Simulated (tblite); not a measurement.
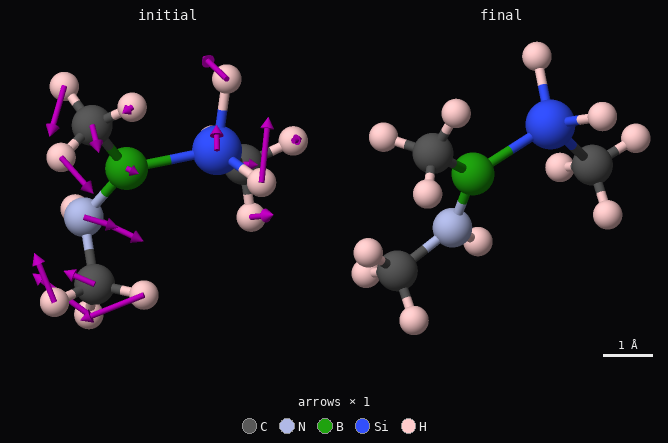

The structure of C3H12BNSi before (left) and after (right) a relaxation, at one scale. The purple arrows give the displacements, at their true length.

A ball-and-stick model, seen at a tilt.

Method: tblite 0.8.0, GFN2-xTB geometry optimisation, gas phase. 

### Describe what moved and what it gained.

After 179 geometry steps the energy has fallen by 38.5 kcal/mol. An H atom moves most after the best rigid fit: 1.57 Å. By element the largest moves are H 1.57 Å, N 0.74 Å, C 0.70 Å, Si 0.57 Å, B 0.28 Å. Near-neighbour distances that change, for instance: B–N 1.500 → 1.385 Å, C–Si 1.851 → 1.912 Å, B–Si 1.910 → 1.969 Å, C–H 1.128 → 1.086 Å. Among the angles between lasting bonds that change: C–N–B 115.1° → 129.3°, N–B–Si 127.8° → 119.3°, B–Si–H 106.9° → 114.8°. Groups turn about B–Si by about 30°. The run took 1.1 s on 1 thread of Arm Neoverse V1 (shared host).
